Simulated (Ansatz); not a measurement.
**SiHCl2 (SMILES Cl[SiH]Cl): UCCSDTQ/STO-3G**

Aim: the vertical ionisation energy of SiHCl2 at UCCSDTQ/STO-3G, from 2 runs. 

Program for the calculation: Ansatz 0.2.0.

68 further runs of the same task are left out: 9 that didn't finish, 59 set aside as unsound or not needed.

## (1) The structure to begin with

SiHCl2: 4 atoms, total charge 0, spin state doublet. As SMILES, `Cl[SiH]Cl`. The coordinates come from a PBE0-D4/def2-TZVP relaxation.

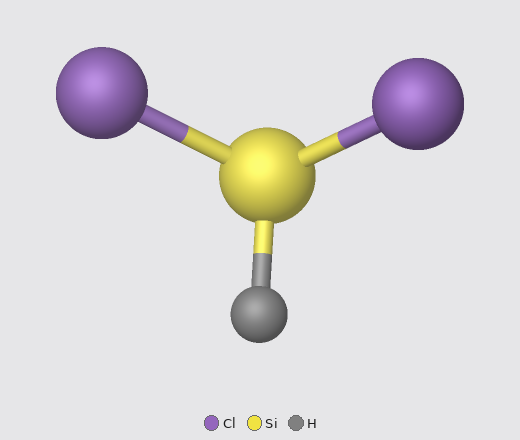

The structure, seen from a chosen angle (chlorine purple, silicon yellow, hydrogen grey).

## (2) A single-point energy at UCCSDTQ/STO-3G

File input.yaml:

```yaml
crystal:
  periodic: [false, false, false]
  atoms:
    - {symbol: Cl, position_ang: [-1.646600, 0.177800, 0.889400]}
    - {symbol: Si, position_ang: [0.187600, -0.414200, 0.200000]}
    - {symbol: Cl, position_ang: [0.250900, -0.281300, -1.841700]}
    - {symbol: H, position_ang: [1.208200, 0.517700, 0.752400]}
basis:
  gaussian: {orbitals: STO-3G}
magnetization: {spin_polarized: true, initial_magnetization: 1}
correlation: {method: ccsdtq, frozen_orbitals: {Cl: 5, H: 0, Si: 5}}
accuracy: high
scf: {omitted_lower_state_checks: [cluster_reference, increment]}
```

The run is started by

```console
$ ansatz run input.yaml --threads 1 --pin off --max-ram 2610MiB --events-out events.jsonl --progress --plain --runs-dir runs
```

What it wrote, cut to the lines that bear on the results:

```text
Warning: RAYON_NUM_THREADS=1 ignored (pool sized by the plan → 1); use --threads N
Functional definition: HF
  name "HF"
[...]
508 factors; integrals over basis functions are off by at most 1.7e-8 eV
[...]
mean field -32528.63130283 eV, -1195.4051516806 hartree, gradient 9.0e-8 eV, S^2 0.751869; 0 other end points of the search recorded, 0 dependent functions left out
15 core orbitals not correlated: weight in the atoms' cores, before any rotation towards them, 1.000 or more for the frozen orbitals, at most 0.000 for the correlated occupied ones
reference -32528.63130283 eV, -1195.4051516806 hartree; 10, 9 occupied and 3, 4 virtual orbitals, 508 factors
second order -0.95762492 eV of doubles, -0.00000000 eV of singles
cycle   1  -1.17835839 eV  change   -2.2e-1 eV  update   5.4e-2
[...]
cycle  24  -1.36203793 eV  change   1.8e-10 eV  update   1.8e-9
Total energy: -32529.99334076 eV, -1195.4552056514 hartree
Checks for a lower state left out: cluster_reference, increment
```

Wall time 75 s (1 thread of Arm Neoverse V2, shared host); peak memory 0.7 GiB.

## (3) The singlet cation

File input.yaml:

```yaml
crystal:
  periodic: [false, false, false]
  atoms:
    - symbol: Cl
      position_ang: [-1.646600, 0.177800, 0.889400]
    - symbol: Si
      position_ang: [0.187600, -0.414200, 0.200000]
    - symbol: Cl
      position_ang: [0.250900, -0.281300, -1.841700]
    - symbol: H
      position_ang: [1.208200, 0.517700, 0.752400]
basis:
  gaussian:
    orbitals: STO-3G
total_charge: 1
accuracy: high
correlation:
  method: ccsdtq
  frozen_orbitals: {Cl: 5, H: 0, Si: 5}
scf:
  omitted_lower_state_checks: [cluster_reference, increment]
```

The run is started by

```console
$ ansatz run input.yaml --threads 1 --pin off --max-ram 2610MiB --events-out events.jsonl --progress --plain --runs-dir runs
```

What it wrote, cut to the lines that bear on the results:

```text
Warning: RAYON_NUM_THREADS=1 ignored (pool sized by the plan → 1); use --threads N
[... 2 set-up lines as earlier in the session ...]
[...]
508 factors; integrals over basis functions are off by at most 1.7e-8 eV
[...]
mean field -32520.93792777 eV, -1195.1224253621 hartree, gradient 9.5e-8 eV, S^2 0.000000; 0 other end points of the search recorded, 0 dependent functions left out
15 core orbitals not correlated: weight in the atoms' cores, before any rotation towards them, 1.000 or more for the frozen orbitals, at most 0.000 for the correlated occupied ones
reference -32520.93792777 eV, -1195.1224253621 hartree; 9, 9 occupied and 4, 4 virtual orbitals, 508 factors
second order -1.68720469 eV of doubles, -0.00000000 eV of singles
cycle   1  -1.93841537 eV  change   -2.5e-1 eV  update   1.1e-1
[...]
cycle  29  -2.35757965 eV  change  -6.4e-10 eV  update   1.1e-9
Total energy: -32523.29550742 eV, -1195.2090648162 hartree
Checks for a lower state left out: cluster_reference, increment
```

Wall time 6 s (1 thread of Arm Neoverse V2, shared host); peak memory 0.15 GiB.

## (4) What came out

Level: UCCSDTQ/STO-3G, 15 core orbitals frozen.

| quantity | value |
| --- | --- |
| doublet SiHCl2: total energy | -1195.45521 Eh |
| doublet SiHCl2: correlation energy (15 core orbitals frozen) | -50.1 mEh |
| doublet SiHCl2: ⟨S²⟩ of the reference determinant | 0.752 |
| doublet SiHCl2: T1 diagnostic | 0.008 |
| singlet cation: total energy | -1195.20906 Eh |
| singlet cation: correlation energy (15 core orbitals frozen) | -86.6 mEh |
| singlet cation: T1 diagnostic | 0.024 |
| vertical ionisation energy (to the singlet cation) | 6.698 eV |

In words: Removing an electron at fixed nuclei costs 6.70 eV (646 kJ/mol). Only the singlet of the ionised species was computed; a triplet could lie lower. In a minimal basis such a difference can be off by several eV, whatever the method.
